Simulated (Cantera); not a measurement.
Input: 1 mol C₂H₅OH, 6.3 mol H₂, 9.8 mol N₂, held at 17.0 mbar.

These are equilibrium values from Cantera (NASA tables, ideal gas, pure condensed phases), not measurements of a reactor. Candidate condensed phases: C, C₆H₆, C₇H₈, C₈H₁₈, H₂O; 136 gas species. The numbers say what is thermodynamically allowed, not how fast it happens.

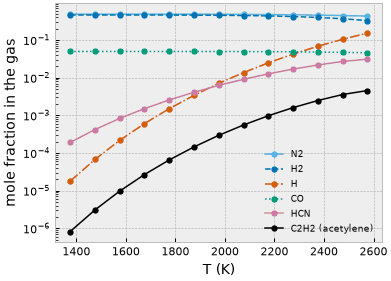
Equilibrium gas composition (values under 1e-9 drawn at 1e-9)

From 1375 K to 2475 K the condensed part is C(graphite). At 2575 K nothing is condensed. The main C-bearing gas is CO throughout. The share of C in condensed phases is highest at 1375 K (49.8 %) and lowest at 2575 K (0.0 %).
